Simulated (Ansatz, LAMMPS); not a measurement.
# Electronic structure of liquid 52SiO2-48Li2O (mol %) at 3000 K (69 atoms), part 2 of 2

Aim: energy, forces, charges and density of states of liquid 52SiO2-48Li2O (mol %) at 3000 K (69 atoms) at a fixed geometry.

Ansatz 0.2.0; Kohn-Sham DFT, PBE, PAW (set soft_2), plane waves.

The cell: 12 Si, 22 Li and 35 O. The starting topology of bonds comes from the classical model. The Brillouin zone is sampled at Γ only, in a cell whose shortest periodic width is 9 Å.

So far. Step 3 (Plane-wave single point): Mean Löwdin charges: Li +0.77, O -0.92, Si +1.61 e (they miss 1.3 % of the electrons, so they add up to more than the cell's charge). The largest share in the top eV of filled states is O p (97 % of the projected weight), and in the lowest eV of empty states Li s (55 % of the projected weight).

**4. Structure statistics**

Bonds and neighbours are counted at the geometry of the runs.

Density 2.33 g/cm³, 10.84 Å³ an atom.

g(r), total and by pair (bins of 0.2 Å):

```tsv
r (Å)	total	O-O	O-Li	O-Si	Li-Li	Li-Si	Si-Si
1.40	0.36	0.00	0.00	2.02	0.00	0.00	0.00
1.60	1.33	0.00	0.14	7.32	0.00	0.00	0.00
1.80	0.91	0.00	1.29	2.60	0.35	0.00	0.00
2.00	1.14	0.00	2.75	0.56	1.52	0.00	0.00
2.20	0.70	0.00	1.77	0.15	0.75	0.23	0.00
2.40	0.84	1.25	0.82	0.36	1.29	0.58	0.00
2.60	1.25	2.73	0.80	0.00	1.08	1.33	0.62
2.80	1.14	2.13	0.59	0.53	1.07	1.59	0.52
3.00	0.90	0.93	0.72	0.47	0.94	1.74	1.82
3.20	1.00	0.84	1.09	0.47	0.81	1.86	1.97
3.40	0.93	0.88	0.77	0.80	0.95	1.77	0.72
3.60	1.07	0.79	1.23	1.04	1.15	1.31	0.96
3.80	1.01	0.73	1.39	0.79	0.94	1.08	0.56
4.00	1.00	0.69	1.18	1.28	0.92	0.99	0.50
4.20	1.04	0.69	1.03	1.70	0.90	1.09	0.69
4.40	0.87	0.90	0.95	0.92	0.63	0.70	0.86
```

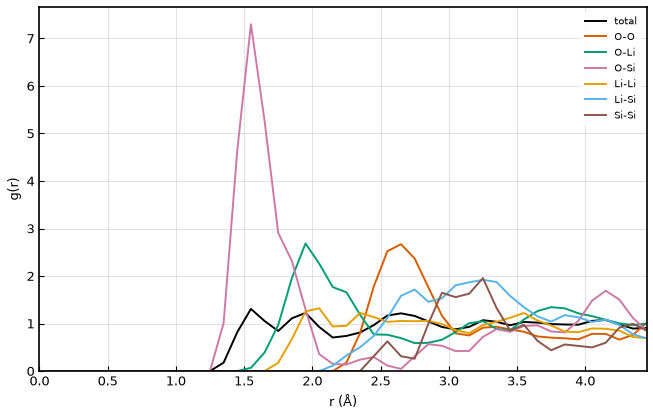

Pair distribution functions, lightly smoothed.

Bonds by pair of elements; cutoffs follow the first minimum of g(r), held within bounds set by covalent radii, and pairs that aren't listed don't count as bonded:

```tsv
pair A-B	cutoff (Å)	bonds	mean length (Å)	spread (Å)	shortest (Å)	B about A	A about B
O-Li	2.48	73	2.07	0.187	1.69	2.09	3.32
O-Si	2.12	47	1.65	0.145	1.42	1.34	3.92
```

The cutoff for O-Li falls short of the minimum of g(r), so counts run low and odd coordinations can be artefacts.

How many atoms have how many bonded neighbours:

```tsv
element	mean	2	3	4	5
Li	3.32	3	11	6	2
O	3.43	4	16	11	4
Si	3.92	0	1	11	0
```

Bond angles, per cent of each kind in bins of 5°:

```tsv
angle (°)	O-Li-O	Li-O-Si	O-Si-O	Li-O-Li	Si-O-Si
45–50	0.0	0.0	0.0	1.6	0.0
50–55	0.0	0.0	0.0	0.0	0.0
55–60	0.0	0.0	0.0	4.7	0.0
60–65	0.0	0.0	0.0	7.8	0.0
65–70	3.3	0.0	0.0	10.9	0.0
70–75	7.6	1.2	0.0	4.7	0.0
75–80	9.8	7.4	0.0	6.2	0.0
80–85	9.8	6.2	1.5	1.6	0.0
85–90	5.4	7.4	4.3	6.2	0.0
90–95	5.4	6.2	5.8	3.1	0.0
95–100	7.6	6.2	10.1	7.8	7.7
100–105	5.4	7.4	13.0	7.8	0.0
105–110	5.4	7.4	20.3	3.1	0.0
110–115	5.4	4.9	18.8	4.7	0.0
115–120	4.3	12.3	8.7	0.0	7.7
120–125	5.4	3.7	11.6	4.7	0.0
125–130	6.5	4.9	1.5	3.1	7.7
130–135	1.1	8.6	0.0	4.7	7.7
135–140	0.0	4.9	1.5	6.2	23.1
140–145	4.3	2.5	1.5	3.1	7.7
145–150	2.2	1.2	0.0	3.1	15.4
150–155	2.2	2.5	0.0	0.0	0.0
155–160	2.2	1.2	0.0	0.0	7.7
160–165	2.2	3.7	1.5	4.7	0.0
165–170	2.2	0.0	0.0	0.0	15.4
170–175	2.2	0.0	0.0	0.0	0.0
```

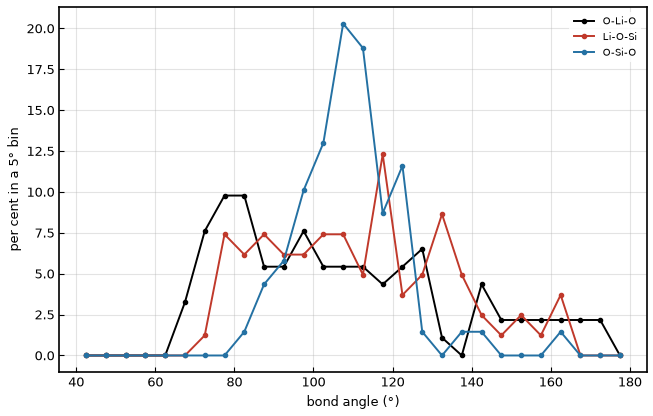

Distributions of the most common bond angles.

Bond angles (no mean is given where the spread exceeds 20°):

```tsv
angle	count	mean (°)	spread (°)
O-Li-O	92	-	-
Li-O-Si	81	-	-
O-Si-O	69	110	12.8
Li-O-Li	64	-	-
Si-O-Si	13	141	19.1
```

Oxygen atoms by the number of network formers (Si, P, Ge, B, Al, As, Ga) bound to them:

```tsv
network formers bound to O	O atoms	per cent
0	1	2.9
1	21	60
2	13	37.1
```

Network units: each former by its oxygen neighbours and how many of them bridge to another former:

```tsv
former	O neighbours	bridging O	atoms
Si	3	1	1
Si	4	1	2
Si	4	2	5
Si	4	3	3
Si	4	4	1
```

Bond length by coordination (bonds to H left out):

```tsv
element	coordination	atoms	mean bond length (Å)
Li	2	3	1.88
Li	3	11	2.06
Li	4	6	2.13
Li	5	2	2.11
O	2	4	1.64
O	3	16	1.87
O	4	11	1.94
O	5	4	2.04
Si	3	1	1.54
Si	4	11	1.66
```

For some of the pairs, g(r) has its first main peak near 2.6 Å (O-O), 2.0 Å (O-Li), 1.6 Å (O-Si) and 2.0 Å (Li-Li). 37 % of the oxygens bridge two formers (Si) and 60 % are non-bridging; 3 % join none. The commonest Si unit has 4 oxygens, 2 of them shared with other formers (5 of 12 atoms).

Local excerpt of 10 atoms (numbers count through the whole input) about Li19, picked at random; x, y, z are measured from there.

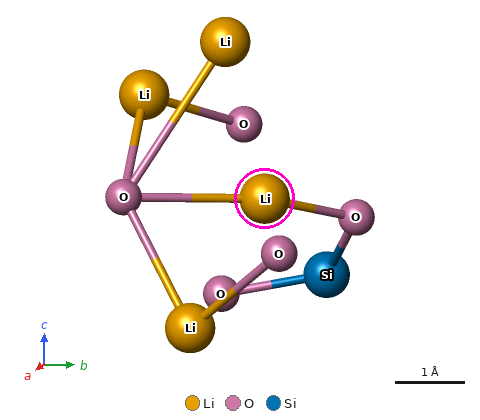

The atoms of the table, within 2.9 Å (arrows a, b, c point along x, y, z); some may hide others; the central atom is ringed.

```tsv
atom	x	y	z	distance (Å)	bonds	Löwdin charge (e)	Fx	Fy	Fz (eV/Å)
Li19	0.00	0.00	0.00	0.00	3	0.77	-0.56	-0.18	-0.12
O45	-1.25	1.12	-0.41	1.73	3	-0.96	0.11	1.71	0.01
O63	1.00	-1.90	0.11	2.15	5	-0.98	0.74	0.16	1.32
Li21	0.36	-0.51	2.33	2.41	3	0.78	0.30	0.57	1.84
O65	-2.18	-0.71	0.79	2.42	4	-1.06	1.88	-2.04	0.50
Li29	-0.71	-1.91	1.38	2.46	4	0.75	-0.88	-1.05	0.24
Li31	1.75	-0.77	-1.68	2.55	3	0.76	1.27	1.59	0.34
Si4	-2.30	0.48	-1.40	2.74	4	1.65	4.04	1.44	0.06
O69	-1.94	-1.00	-1.67	2.75	2	-0.77	0.16	-1.79	-2.45
O49	2.74	0.73	-0.43	2.87	3	-0.81	-1.84	-1.59	0.39
```

The column of bonds counts only the pairs O-Li within 2.48 Å, O-Si within 2.12 Å; other neighbours, such as metal atoms beside each other in a compound, aren't counted, and periodic images can show an atom twice.

**5. What came out**

```json
{
 "free energy per atom": "-464.3143 eV/atom",
 "pressure": "9.092 GPa",
 "r.m.s. force component": "2.798 eV/Å",
 "gap (highest filled to lowest empty level)": "0.952 eV",
 "wall time of the 1 DFT run": "4.1 s"
}
```

Between filled and empty levels lie 0.952 eV (at Γ alone); a semilocal functional tends to put such gaps too low. In a disordered cell it changes from sample to sample and from frame to frame. 37 % of the oxygens bridge two formers (Si) and 60 % are non-bridging; 3 % join none.

Caveats: The force components of 2.8 eV/Å r.m.s. hold both thermal displacement and the mismatch between the potential that made the cell and DFT. The stress is far from hydrostatic: its diagonal is 7.5, 12.2, 7.6 GPa, compression counted positive. The pressure of 9.1 GPa is that of one thermal frame, in which the classical model's bond lengths enter as well as the volume, without the kinetic term.

[Logs are printed without paths, hosts, clocks, repeated set-up lines and the standing remarks that a program may print on its own settings, such as how far it seeks lower states.]

[Hosts, paths, dates, database ids (printed as entryN), source tags and the programs' standing remarks are cut or masked in the printed files.]
